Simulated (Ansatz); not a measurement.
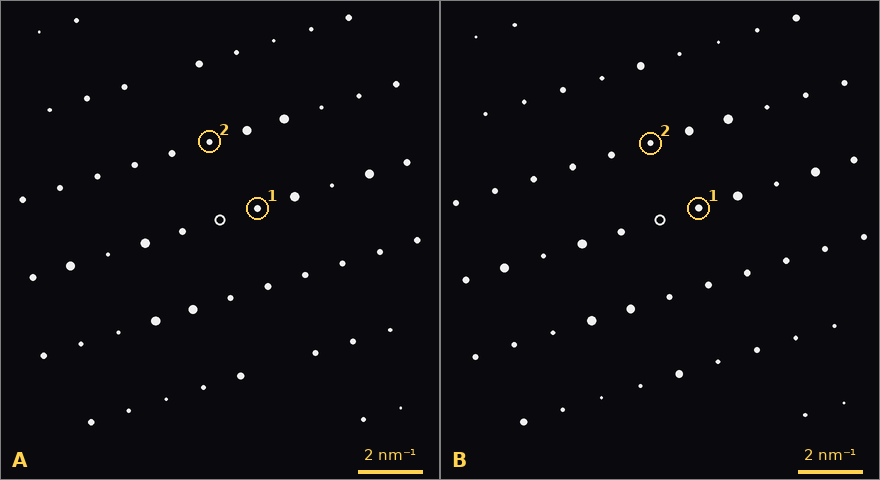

Kinematic electron diffraction patterns (200 kV, B = 0.5 Å², same scale) along [1-10] of the run's own cell, for the start and the end of one relaxation of Al2B2SeO7 with DFT, PAW plane waves, r2scan (Ansatz 0.2.0). k mesh 5×5×5. The start is a generated model structure, and the relaxation ends in the nearest stationary point of its symmetry, not necessarily the ground state. Spot 1 is 0 0 -1 and spot 2 is 1 1 -1 in both.

Start structure:

```
O Se Al B
1.0
     2.40906    4.17260    0.00000
    -2.40906    4.17260    0.00000
     0.00000   -2.78173    7.83905
O Se Al B
7 1 2 2
Direct
  0.50000 0.49990 0.49990
  0.32050 0.95720 0.79270
  0.51500 0.32050 0.79270
  0.95720 0.51500 0.79270
  0.48500 0.04280 0.20730
  0.04280 0.67950 0.20730
  0.67950 0.48500 0.20730
  0.00000 0.00000 0.00000
  0.57040 0.57030 0.71110
  0.42960 0.42970 0.28890
  0.73530 0.73520 0.20580
  0.26470 0.26480 0.79420
```

Which pattern belongs to the start structure, and which to the relaxed one?

B is the start: its cell gives d(1) = 7.839 Å, d(2) = 4.108 Å and an angle of 79.9°. A is the relaxed structure, with d(1) = 8.150 Å (+4.0 %), d(2) = 4.047 Å (-1.5 %) and 80.5°.

Name reflections whose intensity changes strongly on relaxation.

2 2 -1 fades out of sight; 2 2 1 goes from 4.1 to 12 % of the strongest spot.

What did the relaxation do to the structure and the energy?

The volume changed by +0.5 % to 13.20 Å³ an atom; with the mean shift removed, the atoms moved by up to 0.16 Å relative to the cell (O most); the space group stayed R32 (No. 155); the free energy fell by 55 meV an atom. Relaxed cell: a = 4.738 Å, b = 4.738 Å, c = 8.597 Å, α = 106.00°, β = 106.00°, γ = 60.00°.
